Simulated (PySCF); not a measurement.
## Two runs on Si₃NH₈Cl

System: Si₃NH₈Cl.
Method of run 1: GIAO PBE0/pcSseg-1 NMR shielding, non-relativistic, gas phase (PySCF 2.14.0).

The geometry comes from this level: GFN2-xTB, NEB image 0 of 0 to 8. Text and figures count atoms from 1; the logs count them from 0 in places.

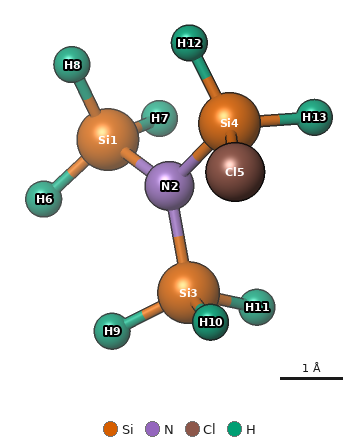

The structure (ball-and-stick view, seen at a tilt; atoms are numbered from 1 in the order of the input). Bond lengths as drawn: Cl–Si 2.00 Å, H–Si 1.46 to 1.47 Å and N–Si 1.73 to 1.75 Å.

### Input, run 1
```
{"job": {"kind": "nmr", "xc": "PBE0", "basis": "pcSseg-1", "pop": false}, "charge": 0, "multiplicity": 1}
Si     1.582300    -0.793600    -0.104000
N      0.008900    -0.029100    -0.120100
Si    -1.399400    -0.972300     0.327900
Si    -0.084600     1.701700    -0.177700
Cl    -1.668900     2.263300    -1.263000
H      1.398700    -2.174700    -0.537000
H      2.136300    -0.738000     1.252600
H      2.438600    -0.057400    -1.031000
H     -1.193400    -2.311800    -0.214200
H     -2.580600    -0.346200    -0.253900
H     -1.502000    -1.003800     1.791000
H      1.106000     2.200900    -0.851600
H     -0.246300     2.261600     1.163200
```

The first line tells a small driver script what to run in PySCF; the rest is the geometry in Å.

Command:
```bash
OMP_NUM_THREADS=1 python <driver script> task.json out
```

Hardware: 1 CPU thread, shared host.

### Output (run 1)
```
coarse grid: 12520 points
cycle   1  E = -1387.6171663044  dE =  2.487e-01  |g| = 4.760e-01  |ddm| = 3.278e+00
cycle   2  E = -1387.5623274462  dE =  5.484e-02  |g| = 6.856e-01  |ddm| = 9.699e-01
cycle   3  E = -1387.6635838544  dE = -1.013e-01  |g| = 8.601e-02  |ddm| = 6.347e-01
cycle   4  E = -1387.6652535214  dE = -1.670e-03  |g| = 2.443e-02  |ddm| = 1.179e-01
cycle   5  E = -1387.6653907716  dE = -1.373e-04  |g| = 4.280e-03  |ddm| = 3.100e-02
cycle   6  E = -1387.6653944920  dE = -3.720e-06  |g| = 9.498e-04  |ddm| = 5.913e-03
final grid: 101496 points
cycle   7  E = -1387.6888084062  dE = -1.433e-05  |g| = 4.868e-03  |ddm| = 1.282e-02
cycle   8  E = -1387.6888027315  dE =  5.675e-06  |g| = 6.818e-03  |ddm| = 9.303e-03
cycle   9  E = -1387.6888123578  dE = -9.626e-06  |g| = 8.910e-04  |ddm| = 5.899e-03
cycle  10  E = -1387.6888124995  dE = -1.417e-07  |g| = 1.757e-04  |ddm| = 9.067e-04
cycle  11  E = -1387.6888125075  dE = -7.926e-09  |g| = 2.253e-05  |ddm| = 2.258e-04
cycle  12  E = -1387.6888125076  dE = -1.010e-10  |g| = 6.171e-06  |ddm| = 3.004e-05
converged SCF energy = -1387.6888125076

GIAO shielding tensors (ppm)
atom      isotropic    diamagn.    paramagn.     s11        s22        s33       span
  0 Si     395.764     880.138    -484.374    347.269    369.187    470.838    123.569
  1 N      253.204     332.541     -79.336    218.061    263.830    277.722     59.661
  2 Si     402.547     880.322    -477.775    357.516    382.337    467.788    110.272
  3 Si     367.284     878.933    -511.649    326.696    370.253    404.903     78.207
  4 Cl     939.370    1148.920    -209.550    819.716    965.016   1033.376    213.660
  5 H       26.884      29.762      -2.878     23.293     25.528     31.831      8.538
  6 H       26.953      29.311      -2.358     23.110     24.665     33.085      9.976
  7 H       26.843      29.710      -2.867     23.141     25.597     31.791      8.651
  8 H       27.093      29.948      -2.855     23.499     25.615     32.165      8.666
  9 H       26.606      29.813      -3.207     21.651     27.815     30.351      8.701
 10 H       26.998      29.443      -2.445     23.391     24.554     33.051      9.660
 11 H       26.338      29.241      -2.903     21.761     25.781     31.473      9.712
 12 H       26.280      28.804      -2.524     21.908     24.866     32.065     10.158
```

For run 2 the input was changed thus:
```diff
-Si     1.582300    -0.793600    -0.104000
-N      0.008900    -0.029100    -0.120100
-Si    -1.399400    -0.972300     0.327900
-Si    -0.084600     1.701700    -0.177700
-Cl    -1.668900     2.263300    -1.263000
-H      1.398700    -2.174700    -0.537000
-H      2.136300    -0.738000     1.252600
-H      2.438600    -0.057400    -1.031000
-H     -1.193400    -2.311800    -0.214200
-H     -2.580600    -0.346200    -0.253900
-H     -1.502000    -1.003800     1.791000
-H      1.106000     2.200900    -0.851600
-H     -0.246300     2.261600     1.163200
+Si     1.585200    -0.779500     0.038400
+N      0.012400    -0.025100    -0.115200
+Si    -1.418600    -0.994100     0.200300
+Si    -0.047700     1.704400    -0.236200
+Cl    -1.918800     2.326700    -0.586900
+H      1.447100    -2.162500    -0.408300
+H      2.032900    -0.735700     1.434500
+H      2.516500    -0.032400    -0.804400
+H     -1.136700    -2.328800    -0.321200
+H     -2.550300    -0.409300    -0.505800
+H     -1.656400    -1.021200     1.646500
+H      0.759600     2.126100    -1.376300
+H      0.370400     2.331900     1.017000
```

What does this change do to the results?

With the same method and basis, run 2 lies 0.9 kcal/mol higher. The HOMO goes from −7.83 to −7.74 eV. The dipole moment goes from 1.45 to 1.39 D. Of all shieldings, the largest change is that of N2, by +8.4 ppm. The number of SCF iterations is the same.

### Output (run 2)
```
coarse grid: 12520 points
cycle   1  E = -1387.6162242472  dE =  2.450e-01  |g| = 4.748e-01  |ddm| = 3.280e+00
cycle   2  E = -1387.5629875048  dE =  5.324e-02  |g| = 6.799e-01  |ddm| = 9.733e-01
cycle   3  E = -1387.6622600812  dE = -9.927e-02  |g| = 8.544e-02  |ddm| = 6.416e-01
cycle   4  E = -1387.6639101182  dE = -1.650e-03  |g| = 2.440e-02  |ddm| = 1.174e-01
cycle   5  E = -1387.6640480948  dE = -1.380e-04  |g| = 4.199e-03  |ddm| = 2.989e-02
cycle   6  E = -1387.6640516020  dE = -3.507e-06  |g| = 8.910e-04  |ddm| = 5.583e-03
final grid: 101496 points
cycle   7  E = -1387.6873834868  dE = -1.431e-05  |g| = 4.969e-03  |ddm| = 1.335e-02
cycle   8  E = -1387.6873774787  dE =  6.008e-06  |g| = 7.001e-03  |ddm| = 9.709e-03
cycle   9  E = -1387.6873876532  dE = -1.017e-05  |g| = 8.908e-04  |ddm| = 6.188e-03
cycle  10  E = -1387.6873877935  dE = -1.403e-07  |g| = 1.743e-04  |ddm| = 9.027e-04
cycle  11  E = -1387.6873878013  dE = -7.780e-09  |g| = 2.240e-05  |ddm| = 2.172e-04
cycle  12  E = -1387.6873878014  dE = -9.300e-11  |g| = 6.266e-06  |ddm| = 3.122e-05
converged SCF energy = -1387.6873878014

GIAO shielding tensors (ppm)
atom      isotropic    diamagn.    paramagn.     s11        s22        s33       span
  0 Si     402.010     880.158    -478.148    356.139    376.230    473.660    117.521
  1 N      261.602     332.900     -71.298    250.856    256.217    277.731     26.875
  2 Si     400.512     880.081    -479.569    357.781    379.132    464.624    106.844
  3 Si     368.595     878.702    -510.108    330.719    370.026    405.039     74.321
  4 Cl     944.958    1149.070    -204.113    864.014    931.157   1039.702    175.688
  5 H       26.905      29.689      -2.784     23.249     25.583     31.882      8.633
  6 H       26.977      29.278      -2.301     23.224     24.755     32.953      9.730
  7 H       26.957      29.462      -2.505     23.307     25.450     32.114      8.807
  8 H       27.094      29.918      -2.825     23.555     25.673     32.053      8.499
  9 H       26.455      29.917      -3.462     21.361     28.006     29.999      8.638
 10 H       27.009      29.397      -2.389     23.475     24.369     33.182      9.707
 11 H       26.251      28.900      -2.649     21.731     25.281     31.742     10.011
 12 H       26.201      28.670      -2.469     21.532     25.118     31.953     10.421
```

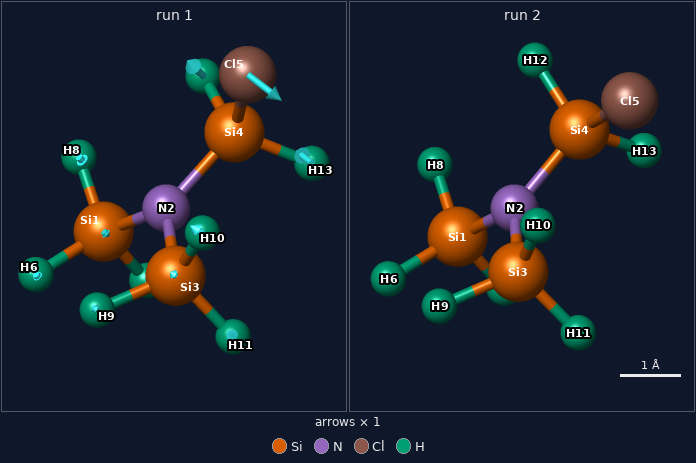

The two input geometries at one scale (ball-and-stick view, seen at a tilt). The teal arrows on the first give the shifts of the atoms after the best rigid fit, at true length. The Cl atom moves most after the best rigid fit: 0.73 Å. By element the largest moves are Cl 0.73 Å, H 0.64 Å, Si 0.14 Å, N 0.01 Å.

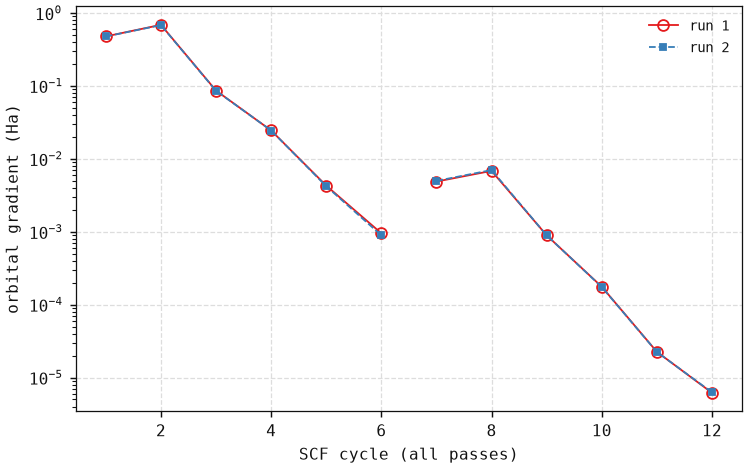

Convergence of the two runs: orbital gradient against the SCF cycle. A break in a curve parts two SCF passes (coarse and final grid). Run 1 takes 12 cycles in all, and run 2 takes 12.

### The two runs side by side

| quantity | run 1 | run 2 |
| --- | --- | --- |
| outcome | converged | converged |
| total energy (hartree) | −1387.688813 | −1387.687388 |
| HOMO (eV) | −7.83 | −7.74 |
| LUMO (eV) | −0.17 | −0.16 |
| dipole moment (D) | 1.45 | 1.39 |
| shielding of Si1 (ppm) | 395.8 | 402.0 |
| shielding of N2 (ppm) | 253.2 | 261.6 |
| shielding of Si3 (ppm) | 402.5 | 400.5 |
| shielding of Si4 (ppm) | 367.3 | 368.6 |
| shielding of Cl5 (ppm) | 939.4 | 945.0 |
| shielding of H8 (ppm) | 26.8 | 27.0 |
| shielding of H10 (ppm) | 26.6 | 26.5 |
| SCF iterations | 12 | 12 |
| basis functions | 153 | 153 |
| wall time (shared host) | 43 s | 41 s |
